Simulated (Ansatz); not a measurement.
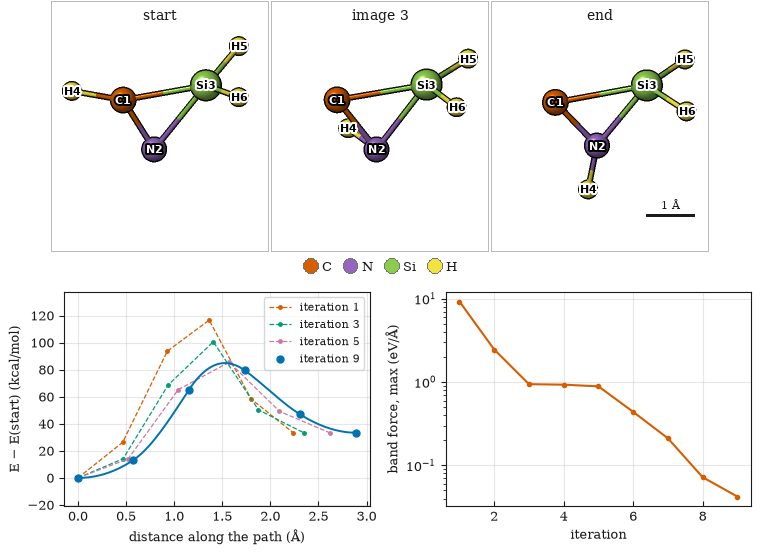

A search for the minimum-energy path of CH3NSi by the nudged elastic band. Images are numbered from 0 (start) to 5 (end). The plot follows the band through its iterations. The picture is a ball-and-stick view, seen from a free direction.

Method: RKS PBE0-D4/STO-3G in Ansatz. Settings: 4 movable images; no climbing image; force threshold 0.05 eV/Å; iteration limit 60; starting path through a guess of the saddle point.

> How did the profile develop, and is the result final?

The run is converged, with reservations. The band converged in 9 iterations. The largest component of the band force went from 9.2 to 0.042 eV/Å. No image climbed, so the highest image needn't lie on the saddle point, and the true maximum along this path can be higher. The first iteration put the highest image at 116.7 kcal/mol. The energy climbs by 79.6 kcal/mol to image 3 and then falls by 46.1 kcal/mol, so the end point sits at +33.4 kcal/mol.

Limits of the set-up: STO-3G is a minimal basis, so the numbers are rough.

Cost: 28 s on 1 thread of Arm Neoverse V2, on a shared host, peak memory 0.081 GiB.
